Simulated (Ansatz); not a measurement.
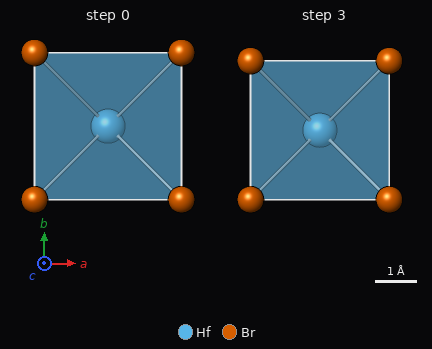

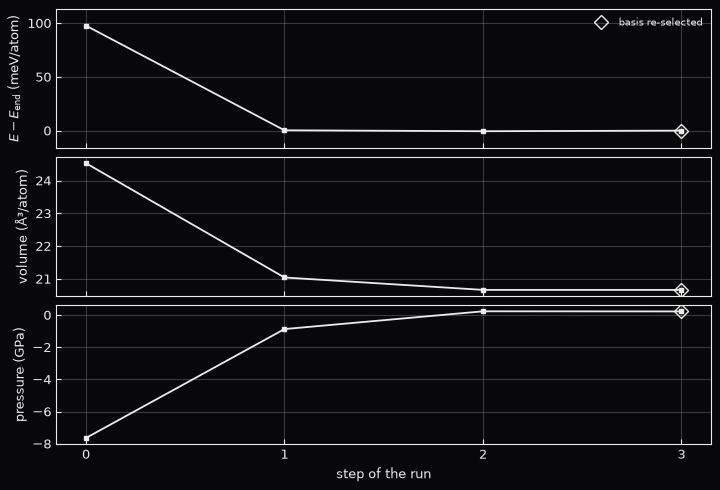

First and last geometry of a relaxation of a crystal of HfBr (a generated structure, set up in Pm-3m) (coarse preliminary run), with the history of the run. The picture is a polyhedral view of the cell of the calculation, seen along the c axis.

Theory: Ansatz, DFT PBE, scalar-relativistic, plane waves, PAW. Set-up: plane-wave cutoff 420 eV; k-point mesh 6 × 6 × 6; occupations gaussian; smearing width 0.1 eV; no spin polarisation; cell and atoms relaxed; force threshold 0.04 eV/Å; at most 70 steps.

Q: Read the history and describe the run.

A: It converged. After 2 accepted moves (3 points after the start) the energy has fallen by 97.7 meV per atom. All forces vanish by symmetry, so only the cell relaxes. The pressure goes from −7.65 to 0.22 GPa. At 1 point the geometry stayed and the basis and grid were re-selected for the new cell (energy shift of 0.6 meV per atom at most each time). No atom moves by more than 0.005 Å relative to the cell. The drawn cell changes as follows: a = b = c 3.661 → 3.457 Å (−5.6 %); the volume changes by −15.8 %. Among the contacts that change: Hf–Hf 3.661 → 3.457 Å, Br–Hf 3.170 → 2.994 Å. The space group stays Pm-3m (No. 221). The run took 5.6 s on 1 thread of Arm Neoverse V2, with other jobs on the host, peak memory 0.31 GiB.

| step | E − E(0), meV/atom | pressure, GPa | volume, Å³/atom | note |
| --- | --- | --- | --- | --- |
| 0 | 0.00 | -7.65 | 24.530 |  |
| 1 | -97.35 | -0.87 | 21.042 |  |
| 2 | -98.22 | 0.23 | 20.663 |  |
| 3 | -97.67 | 0.22 | 20.663 | same geometry, new basis |
